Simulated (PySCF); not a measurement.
Sn(H)2(Br)(Et), SMILES [CH2]([SnH2][Br])C at its CAM-B3LYP/def2-SVP optimised geometry (Å):

```
11

Sn     0.1153    -1.4014     0.0000
Br    -0.5631    -2.4430     2.1865
C     -0.7332     0.5769     0.0000
C     -0.3132     1.4287     1.1937
H      1.8254    -1.4014     0.0000
H     -0.5112    -2.4181    -1.2225
H     -0.4416     1.0468    -0.9529
H     -1.8254     0.4466    -0.0319
H     -0.7964     2.4181     1.1635
H      0.7747     1.5972     1.2154
H     -0.5921     0.9532     2.1460
```

Calculation: CAM-B3LYP/def2-TZVP, def2 effective core potentials past Kr in PySCF 2.14.0. The core electrons that the potentials of Sn replace are not part of the density. Cells within 0.4 Å of a nucleus heavier than hydrogen are left out (blank, or x).

Map of the HOMO amplitude (bohr^(-3/2)) on the plane z = 0.0 Å; orbital energy -9.08 eV, overall sign arbitrary:

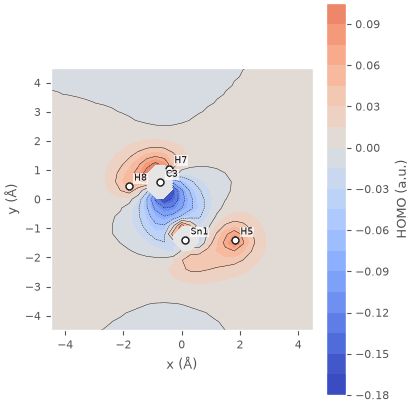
*HOMO amplitude (bohr^(-3/2)) on the plane z = 0.0 Å.*
